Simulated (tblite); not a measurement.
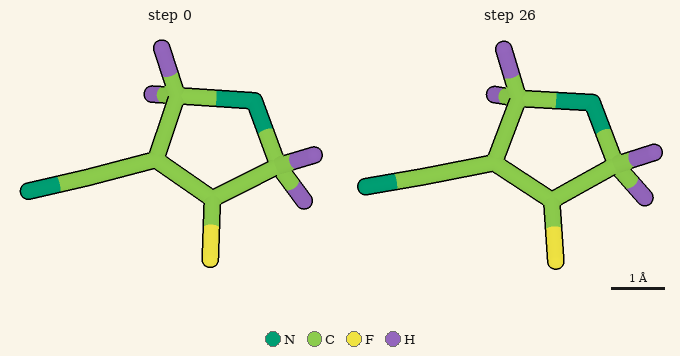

The structure of C5H4FN2 (multiplicity 2) before (left) and after (right) a relaxation, at one scale.

A stick model, seen at a tilt.

All numbers below come from GFN2-xTB geometry optimisation, gas phase (tblite 0.8.0). 

Summarise the run.

The largest moves after the best rigid fit, 0.11 Å, are those of N and F atoms. By element the largest moves are F 0.11 Å, N 0.11 Å, C 0.07 Å, H 0.07 Å. Some distances before and after: C–N 1.479 → 1.411 Å, C–C 1.484 → 1.513 Å, C–N 1.174 → 1.147 Å, C–H 1.085 → 1.101 Å. Bond angles that change, for instance: C–C–C 124.5° → 129.5°, C–C–F 124.3° → 128.1°, H–C–H 108.7° → 104.9°. After 26 geometry steps the energy has fallen by 23.8 kJ/mol. The run took 0.1 s on 1 thread of Arm Neoverse V2, with other jobs on the host.
